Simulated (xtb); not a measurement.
## Geometry relaxation of C₂H₆OSSi (part 2 of 2)

The same run, continued: C₂H₆OSSi, SMILES C[Si]1(S)CO1; GFN2-xTB (xtb 6.7.1). The geometry comes from this level: GFN2-xTB.

Geometry of the input (Å):
```
C  -1.3665  -0.7033  -0.8907
Si 0.1959  0.0642  -0.1761
S  1.7829  0.2544  -1.6076
C  0.5878  0.1375  1.6256
O  0.1055  1.3225  0.8828
H  -1.1325  -1.6174  -1.4253
H  -2.0800  -0.9335  -0.1066
H  -1.8407  -0.0203  -1.5897
H  2.2805  1.3682  -1.0942
H  1.5896  0.2912  2.0006
H  -0.1224  -0.1634  2.3811
```

What the program printed, continued
```
11
 xtb: 6.7.1
C           -1.36629817003802       -0.70330786960485       -0.89029433268460
Si           0.19605848178752        0.06499308644965       -0.17697257162541
S            1.78201977070246        0.25648808629092       -1.60956252573234
C            0.58854273831800        0.13730895766812        1.62476913067145
O            0.10216579293421        1.32160809589753        0.88254734971941
H           -1.13415274431334       -1.61859301039479       -1.42423717371561
H           -2.07932455770033       -0.93216336050724       -0.10533505685585
H           -1.84077480161358       -0.02083760242865       -1.58954879322079
H            2.28379048836478        1.36629447690448       -1.09191363661887
H            1.58918831577188        0.29462572551237        2.00096903663069
H           -0.12121531421356       -0.16641658578755        2.37957857343193

 Bond Distances (Angstroems)
 ---------------------------
C1-Si2=1.8815        C1-H6=1.0848         C1-H7=1.0849         C1-H8=1.0862         Si2-C1=1.8815        Si2-S3=2.1458
Si2-C4=1.8454        Si2-O5=1.6464        S3-Si2=2.1458        S3-H9=1.3234         C4-Si2=1.8454        C4-O5=1.4799
C4-H10=1.0805        C4-H11=1.0797        O5-Si2=1.6464        O5-C4=1.4799         H6-C1=1.0848         H7-C1=1.0849
H8-C1=1.0862         H9-S3=1.3234         H10-C4=1.0805        H11-C4=1.0797
 C  H  Rav=1.0832 sigma=0.0026  Rmin=1.0797  Rmax=1.0862     5
 O  C  Rav=1.4799 sigma=0.0000  Rmin=1.4799  Rmax=1.4799     1
 Si C  Rav=1.8635 sigma=0.0180  Rmin=1.8454  Rmax=1.8815     2
 Si O  Rav=1.6464 sigma=0.0000  Rmin=1.6464  Rmax=1.6464     1
 S  H  Rav=1.3234 sigma=0.0000  Rmin=1.3234  Rmax=1.3234     1
 S  Si Rav=2.1458 sigma=0.0000  Rmin=2.1458  Rmax=2.1458     1

 selected bond angles (degree)
 --------------------
H6-C1-Si2=110.70               H7-C1-Si2=110.95               H7-C1-H6=108.59                H8-C1-Si2=110.50
H8-C1-H6=107.86                H8-C1-H7=108.13                S3-Si2-C1=113.40               C4-Si2-C1=124.25
C4-Si2-S3=119.42               O5-Si2-C1=120.55               O5-Si2-S3=113.81               O5-Si2-C4= 49.75
H9-S3-Si2= 95.39               O5-C4-Si2= 58.12               H10-C4-Si2=122.86              H10-C4-O5=111.25
H11-C4-Si2=122.12              H11-C4-O5=111.08               H11-C4-H10=113.97              C4-O5-Si2= 72.13

 selected dihedral angles (degree)
 ---------------------------------
S3-Si2-C1-H6= 50.00           S3-Si2-C1-H7=170.64           S3-Si2-C1-H8=290.57           C4-Si2-C1-H6=249.63
C4-Si2-C1-H7= 10.26           C4-Si2-C1-H8=130.20           O5-Si2-C1-H6=190.01           O5-Si2-C1-H7=310.65
O5-Si2-C1-H8= 70.58           H9-S3-Si2-C1=147.23           H9-S3-Si2-C4=308.64           H9-S3-Si2-O5=  4.45
O5-C4-Si2-C1=256.74           O5-C4-Si2-S3= 97.46           H10-C4-Si2-C1=160.63          H10-C4-Si2-S3=  1.36
H10-C4-Si2-O5=263.89          H11-C4-Si2-C1=353.03          H11-C4-Si2-S3=193.76          H11-C4-Si2-O5= 96.29
C4-O5-Si2-C1=110.89           C4-O5-Si2-S3=250.74           Si2-O5-C4-H10=116.34          Si2-O5-C4-H11=244.45
           -------------------------------------------------
          |                Final Singlepoint                |
           -------------------------------------------------

          ...................................................
          :                      SETUP                      :
          :.................................................:
          :  # basis functions                  38          :
          :  # atomic orbitals                  36          :
          :  # shells                           18          :
          :  # electrons                        30          :
          :  max. iterations                   250          :
          :  Hamiltonian                  GFN2-xTB          :
          :  restarted?                      false          :
          :  GBSA solvation                  false          :
          :  PC potential                    false          :
          :  electronic temp.          300.0000000     K    :
          :  accuracy                    1.0000000          :
          :  -> integral cutoff          0.2500000E+02      :
          :  -> integral neglect         0.1000000E-07      :
          :  -> SCF convergence          0.1000000E-05 Eh   :
          :  -> wf. convergence          0.1000000E-03 e    :
          :  Broyden damping             0.4000000          :
          :  net charge                          0          :
          :  unpaired electrons                  0          :
          ...................................................

 iter      E             dE          RMSdq      gap      omega  full diag
   1    -16.5302270 -0.165302E+02  0.984E-05    4.64       0.0  T
   2    -16.5302270 -0.474287E-11  0.765E-05    4.64     394.3  T
   3    -16.5302270  0.273559E-12  0.502E-05    4.64     600.1  T

   *** convergence criteria satisfied after 3 iterations ***

         #    Occupation            Energy/Eh            Energy/eV
      -------------------------------------------------------------
         1        2.0000           -0.7945728             -21.6214
       ...           ...                  ...                  ...
         9        2.0000           -0.4929012             -13.4125
        10        2.0000           -0.4913154             -13.3694
        11        2.0000           -0.4723028             -12.8520
        12        2.0000           -0.4454443             -12.1212
        13        2.0000           -0.4228014             -11.5050
        14        2.0000           -0.4057091             -11.0399
        15        2.0000           -0.3839105             -10.4467 (HOMO)
        16                         -0.2132727              -5.8034 (LUMO)
        17                         -0.1986903              -5.4066
        18                         -0.1592431              -4.3332
        19                         -0.1273984              -3.4667
        20                         -0.0995368              -2.7085
       ...                                ...                  ...
        36                          0.8066693              21.9506
      -------------------------------------------------------------
                  HL-Gap            0.1706378 Eh            4.6433 eV
             Fermi-level           -0.2985916 Eh           -8.1251 eV

 SCC (total)                   0 d,  0 h,  0 min,  0.007 sec
 SCC setup                      ...        0 min,  0.000 sec (  0.937%)
 Dispersion                     ...        0 min,  0.000 sec (  0.502%)
 classical contributions        ...        0 min,  0.000 sec (  0.170%)
 integral evaluation            ...        0 min,  0.001 sec ( 20.004%)
 iterations                     ...        0 min,  0.002 sec ( 23.800%)
 molecular gradient             ...        0 min,  0.003 sec ( 52.174%)
 printout                       ...        0 min,  0.000 sec (  2.218%)

         :::::::::::::::::::::::::::::::::::::::::::::::::::::
         ::                     SUMMARY                     ::
         :::::::::::::::::::::::::::::::::::::::::::::::::::::
         :: total energy             -16.376763871113 Eh    ::
         :: gradient norm              0.000044509391 Eh/a0 ::
         :: HOMO-LUMO gap              4.643290159456 eV    ::
         ::.................................................::
         :: SCC energy               -16.530213123841 Eh    ::
         :: -> isotropic ES            0.047126851651 Eh    ::
         :: -> anisotropic ES         -0.000691250559 Eh    ::
         :: -> anisotropic XC          0.004852129437 Eh    ::
         :: -> dispersion             -0.006845899218 Eh    ::
         :: repulsion energy           0.153449252728 Eh    ::
         :: add. restraining           0.000000000000 Eh    ::
         :: total charge              -0.000000000000 e     ::
         :::::::::::::::::::::::::::::::::::::::::::::::::::::

           -------------------------------------------------
          |                Property Printout                |
           -------------------------------------------------

    * Orbital Energies and Occupations

         #    Occupation            Energy/Eh            Energy/eV
      -------------------------------------------------------------
         1        2.0000           -0.7945728             -21.6214
       ...           ...                  ...                  ...
         3        2.0000           -0.6360000             -17.3064
         4        2.0000           -0.5997344             -16.3196
         5        2.0000           -0.5794186             -15.7668
         6        2.0000           -0.5269212             -14.3383
         7        2.0000           -0.5202341             -14.1563
         8        2.0000           -0.5031043             -13.6902
         9        2.0000           -0.4929012             -13.4125
        10        2.0000           -0.4913154             -13.3694
        11        2.0000           -0.4723028             -12.8520
        12        2.0000           -0.4454443             -12.1212
        13        2.0000           -0.4228014             -11.5050
        14        2.0000           -0.4057091             -11.0399
        15        2.0000           -0.3839105             -10.4467 (HOMO)
        16                         -0.2132727              -5.8034 (LUMO)
        17                         -0.1986903              -5.4066
        18                         -0.1592431              -4.3332
        19                         -0.1273984              -3.4667
        20                         -0.0995368              -2.7085
        21                         -0.0451966              -1.2299
        22                         -0.0157939              -0.4298
        23                         -0.0155018              -0.4218
        24                         -0.0020270              -0.0552
        25                          0.0334721               0.9108
        26                          0.0502662               1.3678
       ...                                ...                  ...
        36                          0.8066693              21.9506
      -------------------------------------------------------------
                  HL-Gap            0.1706378 Eh            4.6433 eV
             Fermi-level           -0.2985916 Eh           -8.1251 eV

     #   Z          covCN         q      C6AA      α(0)
     1   6 C        3.652    -0.189    24.579     7.120
     2  14 Si       3.403     0.570   104.720    20.133
     3  16 S        1.798    -0.348   156.237    21.039
     4   6 C        3.572    -0.044    22.194     6.852
     5   8 O        1.609    -0.400    20.868     6.165
     6   1 H        0.925     0.049     2.330     2.387
     7   1 H        0.925     0.052     2.296     2.369
     8   1 H        0.925     0.057     2.231     2.336
     9   1 H        0.923     0.177     1.226     1.731
    10   1 H        0.926     0.041     2.438     2.442
    11   1 H        0.926     0.035     2.510     2.478

 Mol. C6AA /au·bohr⁶  :       2061.045604
 Mol. C8AA /au·bohr⁸  :      75522.337054
 Mol. α(0) /au        :         75.051603

Wiberg/Mayer (AO) data.
largest (>0.10) Wiberg bond orders for each atom

 ---------------------------------------------------------------------------
     #   Z sym  total        # sym  WBO       # sym  WBO       # sym  WBO
 ---------------------------------------------------------------------------
     1   6 C    3.991 --     6 H    0.990     7 H    0.986     8 H    0.981
                             2 Si   0.867
     2  14 Si   3.839 --     5 O    1.125     3 S    0.960     1 C    0.867
                             4 C    0.849
     3  16 S    2.100 --     2 Si   0.960     9 H    0.952
     4   6 C    3.864 --    11 H    0.991    10 H    0.987     5 O    0.928
                             2 Si   0.849
     5   8 O    2.162 --     2 Si   1.125     4 C    0.928
     6   1 H    0.998 --     1 C    0.990
     7   1 H    0.997 --     1 C    0.986
     8   1 H    0.997 --     1 C    0.981
     9   1 H    0.969 --     3 S    0.952
    10   1 H    0.998 --     4 C    0.987
    11   1 H    0.999 --     4 C    0.991
 ---------------------------------------------------------------------------

Topologies differ in total number of bonds
Writing topology from bond orders to xtbtopo.mol

molecular dipole:
                 x           y           z       tot (Debye)
 q only:       -0.229      -0.633       0.018
   full:       -0.516      -0.480       0.217       1.875
molecular quadrupole (traceless):
                xx          xy          yy          xz          yz          zz
 q only:        1.873       1.996      -0.036       3.246      -3.165      -1.837
  q+dip:        2.184       3.684       0.123       5.583      -2.704      -2.307
   full:        1.915       3.910       0.333       5.389      -2.842      -2.248

           -------------------------------------------------
          |                Geometry Summary                 |
           -------------------------------------------------

      molecular mass/u    :      106.2188073
   center of mass at/Å    :        0.5048714       0.2194605      -0.3150852
  moments of inertia/u·Å² :        0.1228651E+03   0.1948374E+03   0.2799870E+03
rotational constants/cm⁻¹ :        0.1372044E+00   0.8652154E-01   0.6020863E-01

 * 10 selected distances

     #   Z          #   Z                                           value/Å
     1   6 C        2  14 Si                                      1.8815082
     2  14 Si       3  16 S                                       2.1457536 (max)
     2  14 Si       4   6 C                                       1.8454125
     2  14 Si       5   8 O                                       1.6463536
     1   6 C        6   1 H                                       1.0847735
     1   6 C        7   1 H                                       1.0848699
     1   6 C        8   1 H                                       1.0862094
     3  16 S        9   1 H                                       1.3234065
     4   6 C       10   1 H                                       1.0805400
     4   6 C       11   1 H                                       1.0796959 (min)

 * 5 distinct bonds (by element types)

   Z      Z             #   av. dist./Å        max./Å        min./Å
   1 H    6 C           5     1.0832177     1.0862094     1.0796959
   6 C   14 Si          2     1.8634604     1.8815082     1.8454125
   8 O   14 Si          1     1.6463536     1.6463536     1.6463536
   1 H   16 S           1     1.3234065     1.3234065     1.3234065
  14 Si  16 S           1     2.1457536     2.1457536     2.1457536

optimized geometry written to: xtbopt.xyz

           -------------------------------------------------
          | TOTAL ENERGY              -16.376763871113 Eh   |
          | GRADIENT NORM               0.000044509391 Eh/α |
          | HOMO-LUMO GAP               4.643290159456 eV   |
           -------------------------------------------------

------------------------------------------------------------------------
------------------------------------------------------------------------
 total:
 *  cpu-time:     0 d,  0 h,  0 min,  0.061 sec
 * ratio c/w:     0.999 speedup
 SCF:
 *  cpu-time:     0 d,  0 h,  0 min,  0.009 sec
 * ratio c/w:     0.999 speedup
 ANC optimizer:
 *  cpu-time:     0 d,  0 h,  0 min,  0.041 sec
 * ratio c/w:     0.998 speedup
```

File xtbopt.xyz
```
11
 energy: -16.376763871113 gnorm: 0.000044509391 xtb: 6.7.1
C           -1.36629817003802       -0.70330786960485       -0.89029433268460
Si           0.19605848178752        0.06499308644965       -0.17697257162541
S            1.78201977070246        0.25648808629092       -1.60956252573234
C            0.58854273831800        0.13730895766812        1.62476913067145
O            0.10216579293421        1.32160809589753        0.88254734971941
H           -1.13415274431334       -1.61859301039479       -1.42423717371561
H           -2.07932455770033       -0.93216336050724       -0.10533505685585
H           -1.84077480161358       -0.02083760242865       -1.58954879322079
H            2.28379048836478        1.36629447690448       -1.09191363661887
H            1.58918831577188        0.29462572551237        2.00096903663069
H           -0.12121531421356       -0.16641658578755        2.37957857343193
```

Standard error
```
normal termination of xtb
```

Trajectory as extended XYZ (Å, eV, eV/Å), 5 frames, from step=0 to step=4
```
11
Properties=species:S:1:pos:R:3 step=0 energy=-445.63441
C    -1.3665   -0.7033   -0.8907
Si    0.1959    0.0642   -0.1761
S     1.7829    0.2544   -1.6076
C     0.5878    0.1375    1.6256
O     0.1055    1.3225    0.8828
H    -1.1325   -1.6174   -1.4253
H    -2.0800   -0.9335   -0.1066
H    -1.8407   -0.0203   -1.5897
H     2.2805    1.3682   -1.0942
H     1.5896    0.2912    2.0006
H    -0.1224   -0.1634    2.3811
11
Properties=species:S:1:pos:R:3 step=1 energy=-445.63444
C    -1.3662   -0.7031   -0.8907
Si    0.1960    0.0646   -0.1763
S     1.7828    0.2546   -1.6083
C     0.5883    0.1375    1.6255
O     0.1039    1.3220    0.8829
H    -1.1335   -1.6179   -1.4254
H    -2.0794   -0.9331   -0.1063
H    -1.8407   -0.0203   -1.5895
H     2.2813    1.3674   -1.0938
H     1.5894    0.2929    2.0013
H    -0.1217   -0.1648    2.3807
11
Properties=species:S:1:pos:R:3 step=2 energy=-445.63444
C    -1.3663   -0.7032   -0.8904
Si    0.1960    0.0644   -0.1766
S     1.7823    0.2559   -1.6088
C     0.5885    0.1373    1.6252
O     0.1025    1.3214    0.8825
H    -1.1341   -1.6183   -1.4248
H    -2.0795   -0.9326   -0.1057
H    -1.8407   -0.0204   -1.5895
H     2.2836    1.3670   -1.0935
H     1.5891    0.2944    2.0015
H    -0.1213   -0.1660    2.3801
11
Properties=species:S:1:pos:R:3 step=3 energy=-445.63445
C    -1.3662   -0.7032   -0.8903
Si    0.1963    0.0648   -0.1769
S     1.7820    0.2562   -1.6097
C     0.5886    0.1373    1.6248
O     0.1021    1.3214    0.8824
H    -1.1341   -1.6184   -1.4244
H    -2.0793   -0.9322   -0.1054
H    -1.8406   -0.0205   -1.5895
H     2.2832    1.3661   -1.0920
H     1.5891    0.2949    2.0013
H    -0.1212   -0.1666    2.3796
11
Properties=species:S:1:pos:R:3 step=4 energy=-445.63445
C    -1.3663   -0.7033   -0.8903
Si    0.1961    0.0650   -0.1770
S     1.7820    0.2565   -1.6096
C     0.5885    0.1373    1.6248
O     0.1022    1.3216    0.8825
H    -1.1341   -1.6186   -1.4242
H    -2.0793   -0.9322   -0.1053
H    -1.8408   -0.0208   -1.5896
H     2.2838    1.3663   -1.0919
H     1.5892    0.2946    2.0010
H    -0.1212   -0.1664    2.3796
```

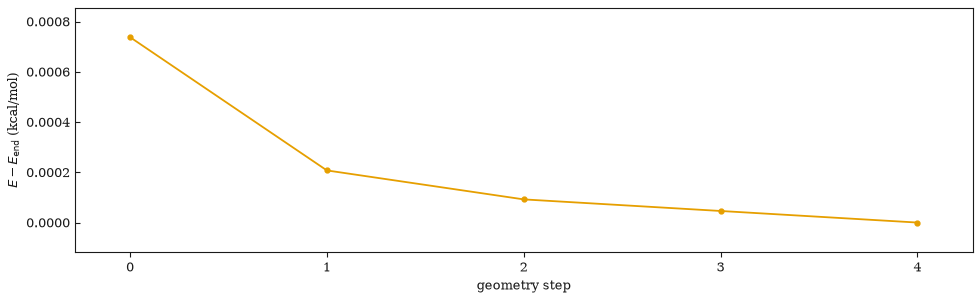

Figure 1. Progress of the relaxation, step by step (steps are counted from 0). After 4 geometry steps the energy has fallen by next to nothing (0.0 kcal/mol). The largest move after the best rigid fit is that of H9, 0.005 Å. By element the largest moves are H 0.005 Å, O 0.003 Å, S 0.003 Å, Si 0.001 Å, C 0.001 Å. (Atoms are counted from 1 in the order of the input.)

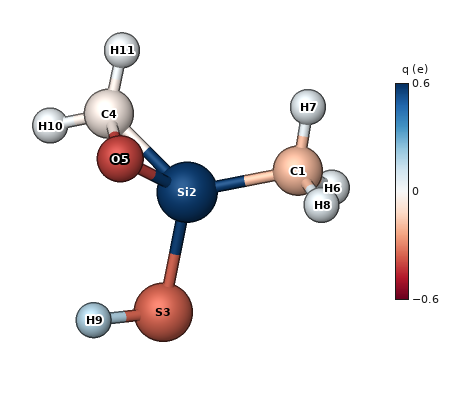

Figure 2. Mulliken charges, as the colour of each atom (ball-and-stick view, seen on its broad side; atoms are numbered from 1 in the order of the input). By element: C −0.19 to −0.04, Si +0.57, S −0.35, O −0.40 and H +0.04 to +0.18 e.

Summary

```json
{"quantity": "outcome", "value": "converged"}
{"quantity": "electrons treated", "value": "30"}
{"quantity": "total energy", "value": "−16.376764 hartree"}
{"quantity": "dispersion energy", "value": "−0.006846 hartree"}
{"quantity": "basis functions", "value": "38"}
{"quantity": "HOMO", "value": "−10.45 eV"}
{"quantity": "LUMO", "value": "−5.80 eV"}
{"quantity": "dipole moment", "value": "1.87 D"}
{"quantity": "peak memory", "value": "0.071 GiB"}
```
